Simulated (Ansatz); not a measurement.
```yaml
atoms:
  - { symbol: Cu, position_ang: [0.0001, 0.0001, -0.0001] }
  - { symbol: F, position_ang: [-0.3475, 1.6374, 0.4667] }
  - { symbol: F, position_ang: [0.3474, -1.6374, -0.4666] }
```

Geometry: PBE-D4/def2-TZVP.

Computed with UKS PBE0-D4/def2-TZVP (Ansatz 0.2.0).

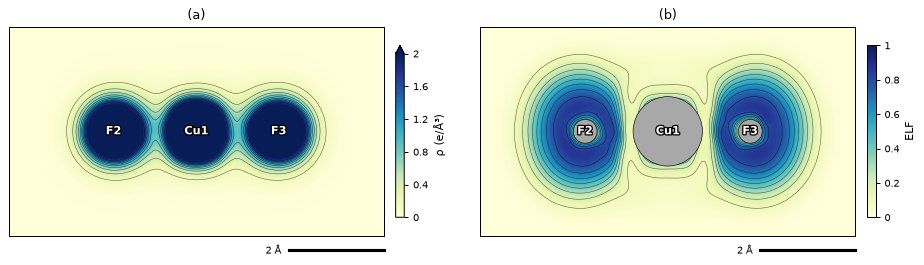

CuF2 (doublet). (a) total electron density; (b) ELF on a plane that holds the molecular axis. Grey discs cover the atomic cores in the ELF map.

Question: Describe what can be read from this map.

Answer:
- Atoms in the plane: Cu and F.
- Cu–F (1.74 Å): ρ at the midpoint is about 0.89 e/Å³; the ELF peaks at about 0.85 in the valence shell of F, 0.6 Å from its nucleus, and is about 0.15 at the midpoint.
